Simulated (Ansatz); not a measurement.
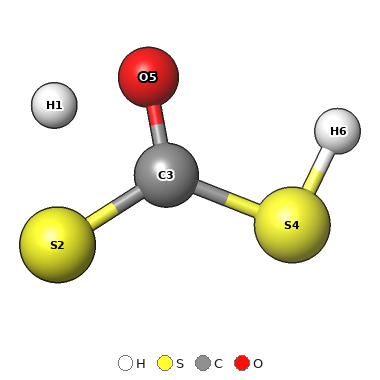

The system is the reacting system CH2OS2 (one molecule; an intramolecular 1,3-shift); the picture shows the reference structure. 
- Coordinates scanned: (1) distance H1–O5 (bond that forms); (2) distance H1–S2 (bond that breaks).
- Relaxed at each point: all other coordinates.
- The grid has 11 × 11 points.
- Points are written as (first, second).
- Energies are in kJ/mol, from the lowest grid point.
- The reference is spin-restricted, so regions where a bond is pulled apart into radicals lie too high.
- All numbers below come from RKS CAM-B3LYP-D4/def2-SVP (Ansatz 0.2.0).

Its coordinates:

```xyz
6

H     1.3246    0.5804    0.9135
S     1.4554    0.8626   -0.8569
C     0.1291    0.0886   -0.1766
S    -1.2473   -0.5251   -1.0390
O     0.2151   -0.0202    1.0961
H    -1.8768   -0.9862    0.0629
```

Range: distance H1–O5 (bond that forms) from 0.873 to 2.073 Å; distance H1–S2 (bond that breaks) from 1.224 to 2.724 Å.

> What landscape does the calculation give?

The lowest grid point is at (2.073 Å, 1.308 Å). It lies at the edge of the scanned range, so the true minimum may lie outside. There is a further well near (0.940 Å, 2.539 Å) (1.5 kJ/mol above the lowest at that grid point). The highest grid point, (0.873 Å, 1.224 Å), lies 697 kJ/mol above the lowest. On the interpolated surface the lowest path from the side where the first distance is long, about (2.07 Å, 1.35 Å), to the side where the second distance is long, about (0.97 Å, 2.55 Å), has its top at about (1.34 Å, 1.65 Å), about 116 kJ/mol above the start and 115 kJ/mol above the end.

```
second ↓, first →  0.873  0.940  1.033  1.139  1.255  1.378  1.507  1.641  1.781  1.925  2.073
            2.724     32      5      9     47    104    170    235    293    341    375    398
            2.539     29      2      6     43     99    163    224    277    318    345    362
            2.359     36      8     10     45     98    156    211    256    288    308    318
            2.184     54     23     22     52     98    149    194    228    250    262    266
            2.016     84     49     42     63    100    139    172    194    206    210    208
            1.855    129     87     70     80    103    127    145    155    156    153    147
            1.701    192    142    111    105    110    116    118    115    107     97     87
            1.557    280    217    168    141    125    111     97     81     64     49     36
            1.425    398    318    247    195    155    121     91     63     39     19      4
            1.308    549    450    353    274    210    156    110     73     42     18      0
            1.224    697    581    461    360    276    206    150    105     70     43     23
```

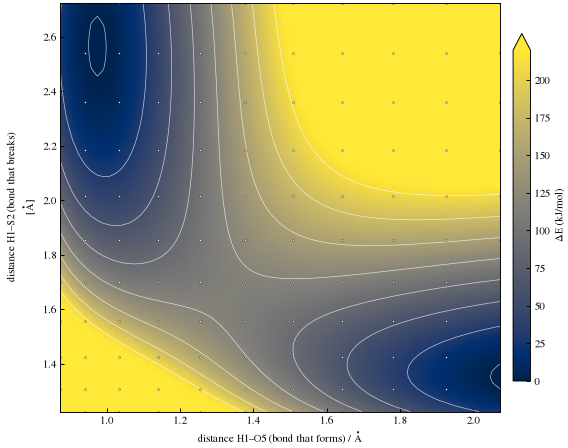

Drawn: a smooth colour map with a few white contour lines, dots at the grid points, one colour for all values above the top of the scale. Between grid points the surface is interpolated.

Each point was launched as `ansatz run input.yaml --threads 1 --pin off --max-ram 2560MiB --backend cpu --events-out ev --progress --plain --runs-dir out`. The whole map (121 points run) took 17 min on 1 thread of Intel(R) Xeon(R) Platinum 8488C (Sapphire Rapids), with other jobs on the host.
